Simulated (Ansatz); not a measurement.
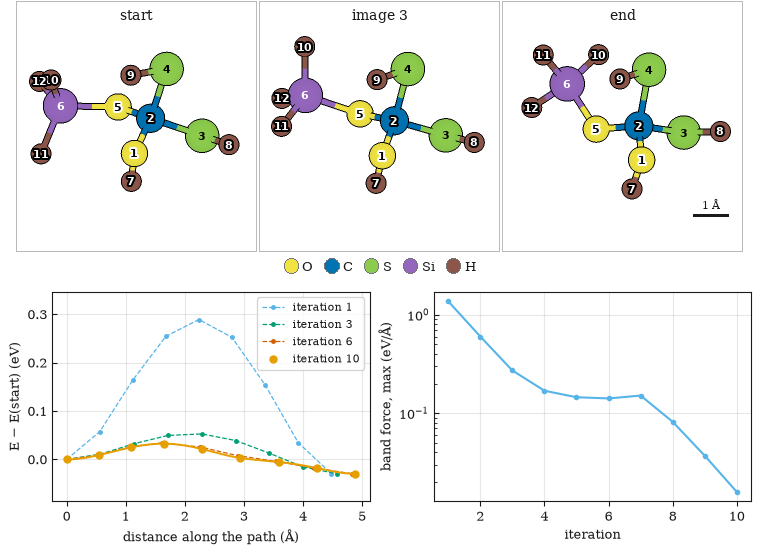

NEB run on CH₆O₂S₂Si. Images are numbered from 0 (start) to 8 (end). The plot follows the band through its iterations. Style: ball-and-stick. Shown from a free direction.

Method: RKS PBE0-D4/6-31G* (Ansatz 0.2.0).

Input file:
```yaml
crystal:
  periodic: [false, false, false]
  atoms:
    - { symbol: O, position_ang: [-1.166599, -0.507774, -0.539917] }
    - { symbol: C, position_ang: [-0.378991, -0.448857, 0.604618] }
    - { symbol: S, position_ang: [-0.355638, -2.028345, 1.542159] }
    - { symbol: S, position_ang: [-1.101667, 0.860613, 1.669974] }
    - { symbol: O, position_ang: [0.951569, -0.237849, 0.295211] }
    - { symbol: Si, position_ang: [1.408357, 0.78121, -0.964643] }
    - { symbol: H, position_ang: [-0.888735, -1.301978, -1.027796] }
    - { symbol: H, position_ang: [-1.683544, -2.053974, 1.757033] }
    - { symbol: H, position_ang: [-1.422934, 1.675425, 0.645735] }
    - { symbol: H, position_ang: [0.672333, 2.07206, -0.90787] }
    - { symbol: H, position_ang: [1.183644, 0.140231, -2.288228] }
    - { symbol: H, position_ang: [2.859006, 0.994039, -0.752475] }
basis:
  gaussian: { orbitals: "6-31G*" }
hamiltonian:
  xc: pbe0
  dispersion: d4
neb:
  order_check: false
  images: 7
  f_tol: 0.03
  max_iterations: 58
  initial_path: idpp
  final_atoms:
    - { symbol: O, position_ang: [-1.63718346, -1.17418529, -0.41292765] }
    - { symbol: C, position_ang: [-0.601605, -0.51862583, 0.20848103] }
    - { symbol: S, position_ang: [0.09202644, -1.46539067, 1.64396797] }
    - { symbol: S, position_ang: [-1.26948203, 1.06363372, 0.85328669] }
    - { symbol: O, position_ang: [0.44449556, -0.37014232, -0.68161751] }
    - { symbol: Si, position_ang: [1.5648443, 0.89060426, -0.66355409] }
    - { symbol: H, position_ang: [-1.24293363, -1.94696489, -0.85076024] }
    - { symbol: H, position_ang: [-1.07511704, -1.56336095, 2.30626791] }
    - { symbol: H, position_ang: [-1.9227231, 1.3705337, -0.28598858] }
    - { symbol: H, position_ang: [2.08597759, 1.13253609, 0.7048738] }
    - { symbol: H, position_ang: [0.99659011, 2.13772214, -1.23612175] }
    - { symbol: H, position_ang: [2.64191126, 0.38844106, -1.55210658] }
```

Command:
```bash
ansatz run input.yaml --threads 2 --pin off --max-ram 3072MiB --backend cpu --events-out ev --progress --plain --runs-dir out
```

Question: How did the profile develop, and is the result final?

Answer: The result is final at these settings. The band converged in 10 iterations. The largest component of the band force went from 1.4 to 0.016 eV/Å. The climbing image converged on the top of the path. Its vibrational analysis gives one imaginary mode (89i cm⁻¹), as a transition state must have. The first iteration put the highest image at 0.289 eV. Forward barrier 0.033 eV, backward barrier 0.062 eV, with image 3 at the top; the reaction energy is −0.029 eV.
